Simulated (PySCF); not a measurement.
**Two runs on C$_{2}$H$_{8}$N$_{2}$Si**

System: C$_{2}$H$_{8}$N$_{2}$Si, SMILES C=C[SiH](N)N.
Method of run A: GIAO PBE0/STO-3G NMR shielding, non-relativistic, gas phase (PySCF 2.14.0).

The geometry comes from this level: PBE0-D3(BJ)/def2-SVP. Text and figures count atoms from 1; the logs count them from 0 in places.

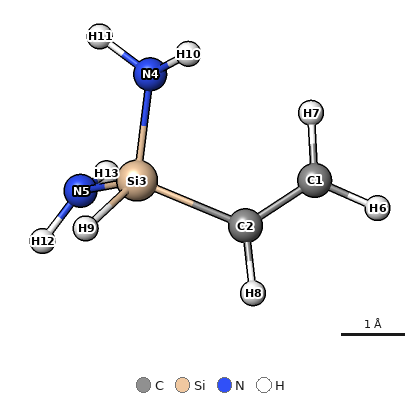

**Figure 1.** The input geometry (ball-and-stick view, seen at a tilt; atoms are numbered from 1 in the order of the input). Bond lengths as drawn: C–C 1.34 Å, C–H 1.10 Å, C–Si 1.88 Å, H–N 1.01 Å, H–Si 1.50 Å and N–Si 1.73 Å.

### The input, run A
```
{"job": {"kind": "nmr", "xc": "PBE0", "basis": "STO-3G", "pop": true}, "charge": 0, "multiplicity": 1}
C      1.717036     0.252090     1.174670
C      1.338735    -0.274624     0.003196
Si    -0.451869    -0.428352    -0.533965
N     -1.375656    -0.349180     0.926679
N     -1.067744     0.811046    -1.571872
H      2.769886     0.356401     1.462371
H      0.976080     0.607911     1.900114
H      2.127164    -0.606790    -0.686889
H     -0.571747    -1.669936    -1.369857
H     -1.104491    -0.907928     1.727731
H     -2.384663    -0.279613     0.853564
H     -1.020532     0.683595    -2.575608
H     -0.947596     1.786024    -1.319967
```

The first line tells a small driver script what to run in PySCF; the rest is the geometry in Å.

Launched with:
```bash
OMP_NUM_THREADS=1 python <driver script> task.json out
```

Hardware: 1 CPU thread, shared host.

### Output (run A)
```
coarse grid: 10880 points
cycle   1  E = -473.8371950341  dE =  4.130e-01  |g| = 5.965e-01  |ddm| = 4.416e+00
cycle   2  E = -473.8647472794  dE = -2.755e-02  |g| = 5.289e-01  |ddm| = 1.514e+00
cycle   3  E = -473.9502912139  dE = -8.554e-02  |g| = 6.138e-02  |ddm| = 7.741e-01
cycle   4  E = -473.9511626889  dE = -8.715e-04  |g| = 3.276e-02  |ddm| = 1.049e-01
cycle   5  E = -473.9514822734  dE = -3.196e-04  |g| = 5.155e-03  |ddm| = 4.366e-02
cycle   6  E = -473.9514911894  dE = -8.916e-06  |g| = 6.064e-04  |ddm| = 8.491e-03
final grid: 99304 points
cycle   7  E = -473.9267848124  dE = -9.196e-06  |g| = 4.035e-03  |ddm| = 1.424e-02
cycle   8  E = -473.9267866579  dE = -1.845e-06  |g| = 3.281e-03  |ddm| = 1.013e-02
cycle   9  E = -473.9267899883  dE = -3.330e-06  |g| = 2.162e-04  |ddm| = 4.654e-03
cycle  10  E = -473.9267900019  dE = -1.355e-08  |g| = 9.911e-05  |ddm| = 4.121e-04
cycle  11  E = -473.9267900046  dE = -2.743e-09  |g| = 2.581e-05  |ddm| = 1.374e-04
cycle  12  E = -473.9267900048  dE = -2.142e-10  |g| = 3.250e-06  |ddm| = 3.728e-05
converged SCF energy = -473.9267900048

GIAO shielding tensors (ppm)
atom      isotropic    diamagn.    paramagn.     s11        s22        s33       span
  0 C      119.865     253.843    -133.979     19.092    128.880    211.622    192.530
  1 C      119.906     254.724    -134.817     21.429    110.209    228.081    206.652
  2 Si     540.555     868.043    -327.488    496.531    533.619    591.514     94.983
  3 N      332.494     313.570      18.924    291.841    303.806    401.836    109.996
  4 N      329.643     312.263      17.380    294.473    305.454    389.003     94.530
  5 H       26.845      29.788      -2.943     23.898     25.931     30.706      6.808
  6 H       26.720      32.718      -5.998     23.356     24.940     31.865      8.508
  7 H       26.842      31.137      -4.295     25.482     26.479     28.565      3.084
  8 H       30.130      31.772      -1.643     26.387     26.969     37.033     10.646
  9 H       34.019      32.007       2.012     24.346     31.020     46.691     22.346
 10 H       33.942      30.980       2.962     23.878     30.954     46.993     23.115
 11 H       33.995      30.796       3.199     24.642     30.118     47.224     22.582
 12 H       34.021      31.303       2.719     24.474     31.121     46.469     21.995
```

The input of run B differs as follows (lines with − go, lines with + come):
```diff
-"basis": "STO-3G"
+"basis": "6-31G"
```

How does run B compare with run A?

The total energy of run B is 3552.9 kcal/mol lower, which measures the change of basis and not a stability. The HOMO goes from −3.45 to −6.77 eV. The LUMO goes from 3.59 to 0.08 eV. The dipole moment goes from 0.49 to 0.35 D. Of all shieldings, the largest change is that of Si3, by −85.0 ppm. The SCF takes 13 iterations against 12. The basis functions go from 37 to 65.

### Output (run B)
```
coarse grid: 10880 points
cycle   1  E = -479.5615197087  dE =  4.186e-01  |g| = 5.835e-01  |ddm| = 3.223e+00
cycle   2  E = -479.5136173495  dE =  4.790e-02  |g| = 7.422e-01  |ddm| = 1.238e+00
cycle   3  E = -479.6408497523  dE = -1.272e-01  |g| = 5.908e-02  |ddm| = 7.402e-01
cycle   4  E = -479.6417052360  dE = -8.555e-04  |g| = 1.967e-02  |ddm| = 8.478e-02
cycle   5  E = -479.6418154679  dE = -1.102e-04  |g| = 2.031e-03  |ddm| = 2.306e-02
cycle   6  E = -479.6418161813  dE = -7.134e-07  |g| = 1.736e-03  |ddm| = 4.571e-03
final grid: 99304 points
cycle   7  E = -479.5886163486  dE = -9.649e-06  |g| = 9.184e-03  |ddm| = 1.641e-02
cycle   8  E = -479.5885995989  dE =  1.675e-05  |g| = 1.254e-02  |ddm| = 1.925e-02
cycle   9  E = -479.5886363182  dE = -3.672e-05  |g| = 1.347e-03  |ddm| = 1.147e-02
cycle  10  E = -479.5886368198  dE = -5.015e-07  |g| = 2.051e-04  |ddm| = 1.441e-03
cycle  11  E = -479.5886368291  dE = -9.330e-09  |g| = 1.015e-04  |ddm| = 2.702e-04
cycle  12  E = -479.5886368317  dE = -2.622e-09  |g| = 1.331e-05  |ddm| = 1.058e-04
cycle  13  E = -479.5886368318  dE = -6.889e-11  |g| = 2.327e-06  |ddm| = 3.075e-05
converged SCF energy = -479.5886368318

GIAO shielding tensors (ppm)
atom      isotropic    diamagn.    paramagn.     s11        s22        s33       span
  0 C       67.427     256.151    -188.723    -48.985     67.900    183.367    232.352
  1 C       64.825     260.155    -195.330    -44.638     58.524    180.588    225.226
  2 Si     455.507     880.089    -424.582    428.087    447.817    490.616     62.529
  3 N      260.552     323.436     -62.884    219.287    264.680    297.689     78.402
  4 N      254.578     325.156     -70.579    225.274    261.049    277.410     52.136
  5 H       26.065      29.249      -3.184     23.310     25.874     29.012      5.702
  6 H       25.667      31.856      -6.189     22.362     24.189     30.451      8.089
  7 H       26.255      30.700      -4.445     25.226     25.963     27.574      2.348
  8 H       27.478      29.901      -2.423     23.859     24.546     34.030     10.170
  9 H       33.386      31.865       1.520     25.148     29.333     45.677     20.529
 10 H       33.176      31.022       2.154     25.092     29.086     45.351     20.259
 11 H       32.821      31.005       1.816     25.292     28.088     45.084     19.792
 12 H       32.963      31.338       1.625     25.136     29.071     44.681     19.545
```

### The two runs side by side

```csv
quantity,run A,run B
outcome,converged,converged
total energy (hartree),−473.926790,−479.588637
HOMO (eV),−3.45,−6.77
LUMO (eV),3.59,0.08
dipole moment (D),0.49,0.35
shielding of C1 (ppm),119.9,67.4
shielding of C2 (ppm),119.9,64.8
shielding of Si3 (ppm),540.6,455.5
shielding of N4 (ppm),332.5,260.6
shielding of N5 (ppm),329.6,254.6
shielding of H9 (ppm),30.1,27.5
shielding of H12 (ppm),34.0,32.8
SCF iterations,12,13
basis functions,37,65
wall time (shared host),5.3 s,10 s
```
